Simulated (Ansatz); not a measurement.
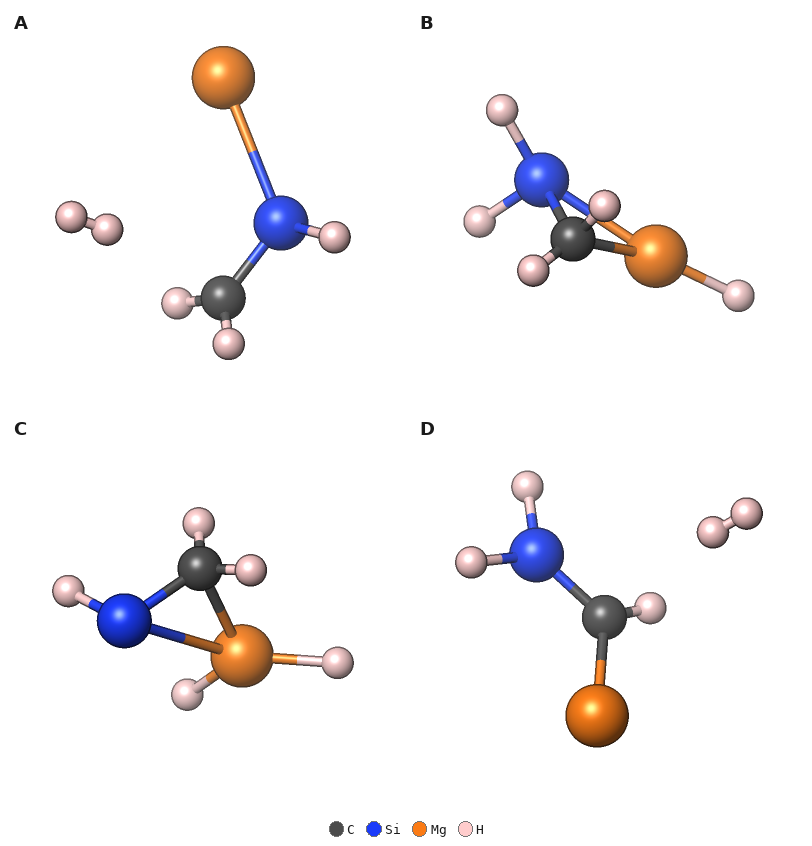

4 stationary structures of one formula. State: charge −1, singlet. Geometries: PBE0-D4/def2-TZVPD. Electronic energies: RHF-CCSD(T) (frozen core)/def2-TZVPPD (Ansatz 0.2.0), without zero-point energy. No frequency run is at hand to confirm each as a minimum. Each is one conformer, not always the lowest.

Rank them by energy, lowest first.

Answer. B is lowest (C1); C lies 16.3 kJ/mol above it (C1), A lies 87.1 kJ/mol above it (C1), D lies 146.1 kJ/mol above it (C1).
